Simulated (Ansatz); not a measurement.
**Run report: ZnNH$_{5}$O$_{2}$, nudged elastic band**

System: ZnNH$_{5}$O$_{2}$.
Method: RKS PBE0-D4/def2-SVP (Ansatz 0.2.0).

It belongs to a series of runs on one base structure; here: band between the two ends.

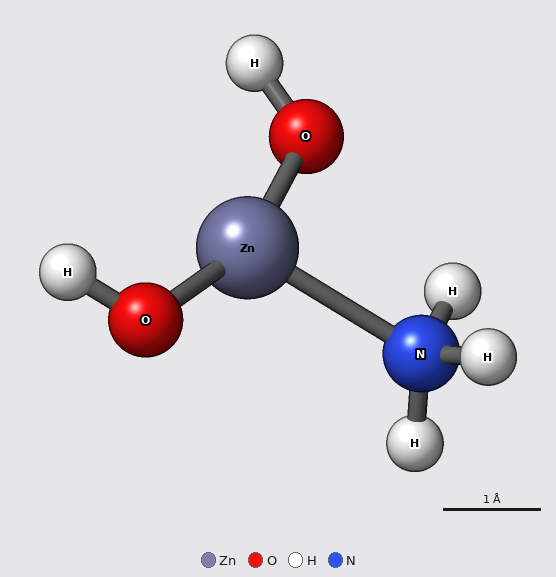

The starting structure (ball-and-stick view, seen at a tilt). Sticks mark near contacts.

**Summary**

| quantity | value |
| --- | --- |
| outcome | converged |
| barrier, forward | 0.577 eV |
| barrier, backward | 0.144 eV |
| hardware | 2 threads of Intel Xeon @ 2.70GHz, 189 GiB of memory available, shared host |
| wall time | 3.2 min (CPU time 6.1 min) |
| peak memory | 0.23 GiB |

The order of the saddle point was not checked.

**Input file**
```yaml
crystal:
  periodic: [false, false, false]
  atoms:
    - { symbol: Zn, position_ang: [0.044161, 0.380839, -0.648857] }
    - { symbol: O, position_ang: [1.648893, 0.692533, 0.153476] }
    - { symbol: O, position_ang: [-1.288294, 0.420692, -1.860981] }
    - { symbol: H, position_ang: [0.494029, -0.628513, 1.519281] }
    - { symbol: "N", position_ang: [-0.41917, -0.796238, 1.086247] }
    - { symbol: H, position_ang: [2.286292, 1.246309, -0.303003] }
    - { symbol: H, position_ang: [-1.068124, 0.944196, -2.636739] }
    - { symbol: H, position_ang: [-0.551864, -1.799741, 0.974874] }
    - { symbol: H, position_ang: [-1.145723, -0.460178, 1.715704] }
basis:
  gaussian: { orbitals: def2-SVP }
hamiltonian:
  xc: pbe0
  dispersion: d4
neb:
  order_check: false
  images: 5
  f_tol: 0.03
  max_iterations: 60
  final_atoms:
    - { symbol: Zn, position_ang: [-0.63826831, -0.01579508, -0.52371596] }
    - { symbol: O, position_ang: [1.5279166, 0.34129272, -0.07006462] }
    - { symbol: O, position_ang: [-1.26264925, 0.65533915, -2.05615911] }
    - { symbol: H, position_ang: [1.15271969, -0.1200239, 0.73705556] }
    - { symbol: "N", position_ang: [-0.4448342, -0.81084386, 1.17539165] }
    - { symbol: H, position_ang: [1.8367006, 1.20517285, 0.22471002] }
    - { symbol: H, position_ang: [-0.55532301, 1.00295695, -2.60857599] }
    - { symbol: H, position_ang: [-0.57169729, -1.8218358, 1.21163094] }
    - { symbol: H, position_ang: [-1.04436482, -0.43636402, 1.90972952] }
  initial_path:
    images:
      - { positions_ang: [[0.044161, 0.380839, -0.648857], [1.648893, 0.692533, 0.153476], [-1.288294, 0.420692, -1.860981], [0.494029, -0.628513, 1.519281], [-0.41917, -0.796238, 1.086247], [2.286292, 1.246309, -0.303003], [-1.068124, 0.944196, -2.636739], [-0.551864, -1.799741, 0.974874], [-1.145723, -0.460178, 1.715704]] }
      - { positions_ang: [[-0.19504903, 0.36915868, -0.65704207], [1.5785977, 0.57101493, 0.07963987], [-1.29488634, 0.50271558, -1.99413566], [0.59820926, -0.53503848, 1.28429322], [-0.40720049, -0.79408326, 1.14070411], [2.13223726, 1.18849599, -0.07047653], [-0.91763488, 0.95093952, -2.70877116], [-0.51726911, -1.79844097, 1.06210366], [-0.97680435, -0.45486299, 1.86368656]] }
      - { positions_ang: [[-0.43425907, 0.35747836, -0.66522715], [1.5083024, 0.44949686, 0.00580375], [-1.30147869, 0.58473916, -2.12729033], [0.70238951, -0.44156396, 1.04930544], [-0.39523099, -0.79192852, 1.19516122], [1.97818251, 1.13068298, 0.16204994], [-0.76714577, 0.95768303, -2.78080332], [-0.48267421, -1.79714093, 1.14933331], [-0.8078857, -0.44954797, 2.01166913]] }
      - { positions_ang: [[-0.6734691, 0.34579804, -0.67341222], [1.43800709, 0.32797879, -0.06803238], [-1.30807103, 0.66676274, -2.26044499], [0.80656977, -0.34808945, 0.81431766], [-0.38326148, -0.78977378, 1.24961834], [1.82412777, 1.07286997, 0.39457641], [-0.61665665, 0.96442655, -2.85283548], [-0.44807932, -1.7958409, 1.23656297], [-0.63896705, -0.44423296, 2.15965169]] }
      - { positions_ang: [[-0.66173551, 0.225267, -0.62351347], [1.46797693, 0.33241677, -0.06870979], [-1.29293044, 0.66295488, -2.1923497], [0.92195308, -0.2720676, 0.78856362], [-0.40378572, -0.79679714, 1.22487611], [1.82831871, 1.11697093, 0.33795428], [-0.5962121, 0.97727001, -2.77141565], [-0.48928531, -1.80450587, 1.22825229], [-0.77409964, -0.44160998, 2.0763443]] }
      - { positions_ang: [[-0.65000191, 0.10473596, -0.57361472], [1.49794676, 0.33685474, -0.06938721], [-1.27778984, 0.65914701, -2.1242544], [1.03733638, -0.19604575, 0.76280959], [-0.42430996, -0.8038205, 1.20013388], [1.83250966, 1.16107189, 0.28133215], [-0.57576756, 0.99011348, -2.68999582], [-0.5304913, -1.81317083, 1.21994162], [-0.90923223, -0.438987, 1.99303691]] }
      - { positions_ang: [[-0.63826831, -0.01579508, -0.52371596], [1.5279166, 0.34129272, -0.07006462], [-1.26264925, 0.65533915, -2.05615911], [1.15271969, -0.1200239, 0.73705556], [-0.4448342, -0.81084386, 1.17539165], [1.8367006, 1.20517285, 0.22471002], [-0.55532301, 1.00295695, -2.60857599], [-0.57169729, -1.8218358, 1.21163094], [-1.04436482, -0.43636402, 1.90972952]] }
```

Launched with:
```bash
ansatz run input.yaml --threads 2 --pin off --max-ram 3072MiB --backend cpu --events-out ev --progress --plain --runs-dir out
```

**What the program printed**
```
Engine: ansatz 0.2.0, x86_64-unknown-linux-gnu
Functional definition: PBE0
  parameter a = 0.25
  parameter kappa = 0.804
  parameter beta = 0.06672455060314922
  exchange = (1 - a)*pbe_x(kappa = kappa, mu = beta*pi^2/3) + a*exact_x
  correlation = pbe_c(beta = beta)
1032 factors; integrals over basis functions are off by at most 4.8e-4 eV
mean field evaluation 1: about -54048.8738 eV, gradient 8.8e1 eV
mean field evaluation 2: about -54025.1716 eV, gradient 1.4e2 eV
mean field evaluation 4: about -54062.2317 eV, gradient 6.6e0 eV
mean field evaluation 8: about -54062.4136 eV, gradient 4.8e-1 eV
mean field evaluation 16: about -54062.4140 eV, gradient 4.3e-5 eV
mean field -54062.41396520 eV, -1986.7570684009 hartree, gradient 4.3e-5 eV, S^2 0.000000; 0 other end points of the search recorded, 0 dependent functions left out
the calculation of the forces begins
reference -54062.41399925 eV, -1986.7570696522 hartree; 29, 29 occupied and 69, 69 virtual orbitals, 1032 factors
1034 factors; integrals over basis functions are off by at most 7.8e-4 eV
mean field -54061.98048028 eV, -1986.7411381239 hartree, gradient 3.3e-5 eV, S^2 0.000000; 0 other end points of the search recorded, 0 dependent functions left out
[... from here on the field's lines of each further geometry are left out, up to the last ...]
NEB iter   1: max|band force component| = 8.298e0 eV/Å  barrier→ = 1.2875 eV  barrier← = 0.8539 eV  Δτ_max = 0.1815 Å  (186 SCF iters)
NEB iter   2: max|band force component| = 1.704e0 eV/Å  barrier→ = 0.7526 eV  barrier← = 0.3191 eV  Δτ_max = 0.2000 Å  (151 SCF iters)
NEB iter   3: max|band force component| = 9.273e-1 eV/Å  barrier→ = 0.6672 eV  barrier← = 0.2337 eV  Δτ_max = 0.1035 Å  (157 SCF iters)
NEB iter   4: max|band force component| = 6.113e-1 eV/Å  barrier→ = 0.6130 eV  barrier← = 0.1795 eV  Δτ_max = 0.0660 Å  (155 SCF iters)
NEB iter   5: max|band force component| = 3.035e-1 eV/Å  barrier→ = 0.5916 eV  barrier← = 0.1580 eV  CI = image 4  Δτ_max = 0.0439 Å  (157 SCF iters)
NEB iter   6: max|band force component| = 1.435e-1 eV/Å  barrier→ = 0.5824 eV  barrier← = 0.1488 eV  CI = image 4  Δτ_max = 0.0637 Å  (158 SCF iters)
NEB iter   7: max|band force component| = 1.202e-1 eV/Å  barrier→ = 0.5783 eV  barrier← = 0.1447 eV  CI = image 4  Δτ_max = 0.0314 Å  (159 SCF iters)
NEB iter   8: max|band force component| = 6.180e-2 eV/Å  barrier→ = 0.5773 eV  barrier← = 0.1438 eV  CI = image 4  Δτ_max = 0.0073 Å  (160 SCF iters)
NEB iter   9: max|band force component| = 4.330e-2 eV/Å  barrier→ = 0.5772 eV  barrier← = 0.1437 eV  CI = image 4  Δτ_max = 0.0041 Å  (122 SCF iters)
the calculation of the forces begins
reference -54061.94660573 eV, -1986.7398932570 hartree; 29, 29 occupied and 69, 69 virtual orbitals, 1034 factors
1033 factors; integrals over basis functions are off by at most 1.2e-3 eV
mean field -54061.83688711 eV, -1986.7358611720 hartree, gradient 2.5e-5 eV, S^2 0.000000; 1 other end points of the search recorded, 0 dependent functions left out
the calculation of the forces begins
reference -54061.83692166 eV, -1986.7358624419 hartree; 29, 29 occupied and 69, 69 virtual orbitals, 1033 factors
NEB iter  10: max|band force component| = 2.182e-2 eV/Å  barrier→ = 0.5772 eV  barrier← = 0.1437 eV  CI = image 4  Δτ_max = 0.0000 Å  (257 SCF iters)
```

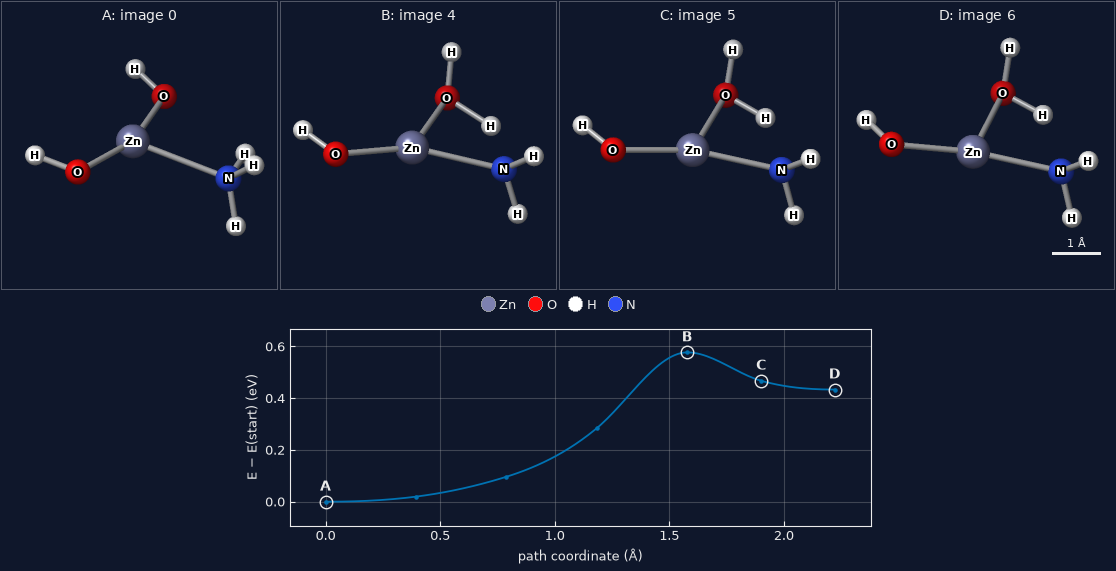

Images of the last band (counted from 0; ball-and-stick, seen at a tilt) above the energy along the path; the line is a cubic interpolation that uses the forces. The highest image is number 4, 0.577 eV above the start and 0.144 eV above the end (the climbing image); the end lies 0.434 eV above the start. The path is 2.22 Å long. The band converged in 10 iterations.

```
Total energy: -54061.94370049 eV, -1986.7397864915 hartree
Atom 0 at    -0.433591     0.100937    -0.631791 Å, force     0.003354    -0.003789     0.004742 eV/Å
Atom 1 at     1.472010     0.290871     0.039478 Å, force    -0.005084    -0.006735    -0.003543 eV/Å
Atom 2 at    -1.330770     0.616511    -2.095287 Å, force    -0.000744     0.001281    -0.000937 eV/Å
Atom 3 at     0.841115    -0.245212     0.897504 Å, force    -0.000980     0.001296     0.000751 eV/Å
Atom 4 at    -0.361648    -0.765223     1.138222 Å, force    -0.002439    -0.000205    -0.002846 eV/Å
Atom 5 at     1.917312     1.109054     0.279552 Å, force     0.004267     0.006529     0.001508 eV/Å
Atom 6 at    -0.757258     1.044369    -2.738768 Å, force     0.000208     0.000013     0.000476 eV/Å
Atom 7 at    -0.433102    -1.778684     1.212465 Å, force     0.001110     0.002382    -0.000350 eV/Å
Atom 8 at    -0.913868    -0.372723     1.898628 Å, force     0.000309    -0.000772     0.000200 eV/Å
Dipole moment:     0.233542     0.073592     0.497384 e Å
this run last wrote the band of iteration 10 to [file]
```

**The last band as extended XYZ (Å, eV, eV/Å)**
```
9
Properties=species:S:1:pos:R:3:forces:R:3 image=0 energy=-54062.52087
Zn    0.0442    0.3808   -0.6489   -0.0172  -0.0053  -0.0077
O     1.6489    0.6925    0.1535    0.0080   0.0003   0.0055
O    -1.2883    0.4207   -1.8610    0.0108  -0.0003   0.0085
H     0.4940   -0.6285    1.5193   -0.0062   0.0026  -0.0059
N    -0.4192   -0.7962    1.0862    0.0155   0.0059   0.0005
H     2.2863    1.2463   -0.3030    0.0006  -0.0012   0.0007
H    -1.0681    0.9442   -2.6367   -0.0037   0.0018  -0.0037
H    -0.5519   -1.7997    0.9749   -0.0010  -0.0036  -0.0013
H    -1.1457   -0.4602    1.7157   -0.0066  -0.0003   0.0033
9
Properties=species:S:1:pos:R:3:forces:R:3 image=1 energy=-54062.50131
Zn   -0.0472    0.3297   -0.6801    0.0268   0.0187   0.0041
O     1.5773    0.5716    0.1319    0.0066   0.0355   0.0301
O    -1.3099    0.5007   -1.9526    0.0042  -0.0202   0.0204
H     0.5554   -0.5743    1.3772   -0.0094  -0.0201   0.0406
N    -0.4092   -0.8109    1.1053   -0.0040  -0.0007  -0.0100
H     2.1763    1.2542   -0.1752    0.0424   0.0026  -0.0553
H    -0.9790    0.9881   -2.7134   -0.0236  -0.0072   0.0115
H    -0.5212   -1.8228    1.0972   -0.0141  -0.0023  -0.0247
H    -1.0423   -0.4364    1.8096   -0.0290  -0.0064  -0.0168
9
Properties=species:S:1:pos:R:3:forces:R:3 image=2 energy=-54062.42444
Zn   -0.1372    0.2772   -0.7015    0.1035   0.0587  -0.0235
O     1.5530    0.4250    0.0398    0.0444   0.0578   0.0422
O    -1.3291    0.5702   -2.0200    0.0132  -0.0228   0.0472
H     0.5912   -0.5146    1.2428   -0.0444  -0.0778   0.1240
N    -0.4002   -0.8056    1.1240   -0.0321  -0.0153  -0.0107
H     2.0462    1.2457    0.0013    0.0742   0.0553  -0.1330
H    -0.8934    1.0242   -2.7492   -0.0653  -0.0129  -0.0035
H    -0.4778   -1.8186    1.1838   -0.0421  -0.0230  -0.0234
H    -0.9526   -0.4037    1.8790   -0.0514  -0.0199  -0.0194
9
Properties=species:S:1:pos:R:3:forces:R:3 image=3 energy=-54062.23647
Zn   -0.2780    0.2001   -0.6837    0.3343   0.2049  -0.1107
O     1.5009    0.3375   -0.0116    0.0482   0.0790  -0.1035
O    -1.3413    0.6035   -2.0780   -0.0133  -0.0275   0.0300
H     0.6528   -0.4105    1.0777   -0.4065  -0.3462   0.3819
N    -0.3666   -0.7775    1.1370   -0.0106  -0.0252  -0.0057
H     1.9440    1.1661    0.1789    0.0614   0.1431  -0.1955
H    -0.8043    1.0409   -2.7481   -0.0836  -0.0069  -0.0234
H    -0.4197   -1.7904    1.2175    0.0257  -0.0257   0.0073
H    -0.8877   -0.3699    1.9103    0.0444   0.0044   0.0196
9
Properties=species:S:1:pos:R:3:forces:R:3 image=4 energy=-54061.94367
Zn   -0.4336    0.1009   -0.6318    0.0034  -0.0038   0.0047
O     1.4720    0.2909    0.0395   -0.0051  -0.0067  -0.0035
O    -1.3308    0.6165   -2.0953   -0.0007   0.0013  -0.0009
H     0.8411   -0.2452    0.8975   -0.0010   0.0013   0.0008
N    -0.3616   -0.7652    1.1382   -0.0024  -0.0002  -0.0028
H     1.9173    1.1091    0.2796    0.0043   0.0065   0.0015
H    -0.7573    1.0444   -2.7388    0.0002   0.0000   0.0005
H    -0.4331   -1.7787    1.2125    0.0011   0.0024  -0.0003
H    -0.9139   -0.3727    1.8986    0.0003  -0.0008   0.0002
9
Properties=species:S:1:pos:R:3:forces:R:3 image=5 energy=-54062.05325
Zn   -0.5506    0.0318   -0.5763   -0.1051  -0.0636   0.0501
O     1.5205    0.3018    0.0070    0.0431   0.0092  -0.0320
O    -1.3113    0.6216   -2.0831    0.0098   0.0073   0.0114
H     1.0424   -0.1515    0.8029    0.1832   0.0837  -0.0885
N    -0.4134   -0.7775    1.1491   -0.0453  -0.0087   0.0173
H     1.9101    1.1305    0.3042   -0.0022   0.0167   0.0155
H    -0.7034    1.0323   -2.7048    0.0427  -0.0119   0.0346
H    -0.4997   -1.7908    1.2067   -0.0596  -0.0101  -0.0038
H    -0.9945   -0.3983    1.8942   -0.0666  -0.0226  -0.0047
9
Properties=species:S:1:pos:R:3:forces:R:3 image=6 energy=-54062.08733
Zn   -0.6383   -0.0158   -0.5237    0.0030  -0.0031   0.0034
O     1.5279    0.3413   -0.0701   -0.0067  -0.0020   0.0013
O    -1.2626    0.6553   -2.0562    0.0003   0.0015  -0.0032
H     1.1527   -0.1200    0.7371    0.0022  -0.0003   0.0003
N    -0.4448   -0.8108    1.1754    0.0010   0.0002  -0.0051
H     1.8367    1.2052    0.2247    0.0061   0.0037  -0.0003
H    -0.5553    1.0030   -2.6086   -0.0022   0.0001  -0.0012
H    -0.5717   -1.8218    1.2116    0.0004  -0.0011  -0.0011
H    -1.0444   -0.4364    1.9097   -0.0040   0.0012   0.0061
```
